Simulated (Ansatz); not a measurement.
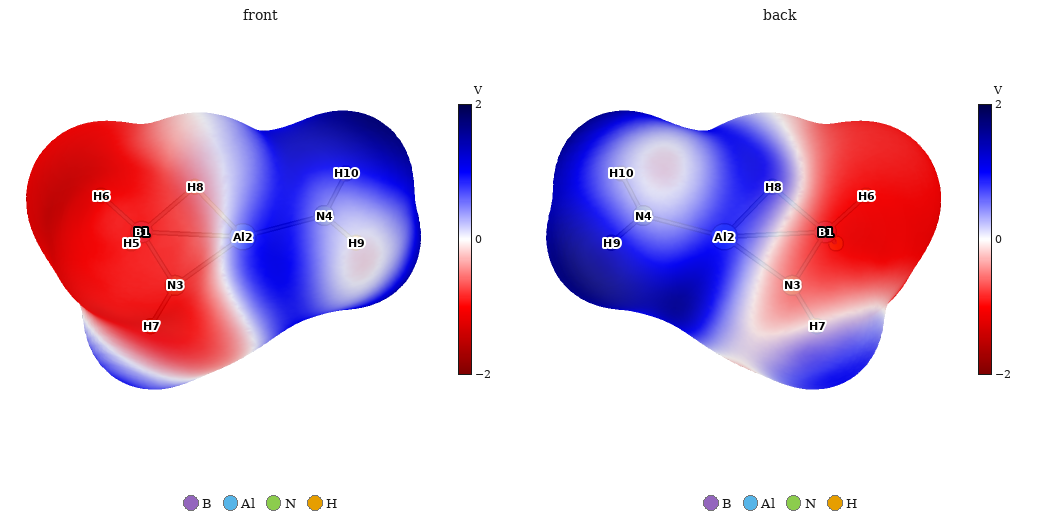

Figure. AlBH6N2. The electrostatic potential painted on the density surface at 0.001 e/bohr³, seen from the front and from behind; red is negative and blue positive.

Level of theory: UKS LDA/def2-SVP in Ansatz.

```xyz
10

B    -1.0836   -0.4781   -0.9072
Al    0.1958    0.4056    0.6745
N     0.2275   -1.0082   -0.2801
N     0.8001    1.5138    1.8889
H    -2.1483   -1.0268   -0.6066
H    -1.0482   -0.0169   -2.0522
H     0.6477   -1.8839   -0.5798
H    -1.2424    0.7384   -0.1732
H     1.6590    1.3881    2.4312
H     0.3278    2.3846    2.1464
```

Where is the surface potential most negative and most positive?

Answer. The most negative region (about −1.4 V) lies over H5, the most positive (about +1.7 V) over H9 and H10.
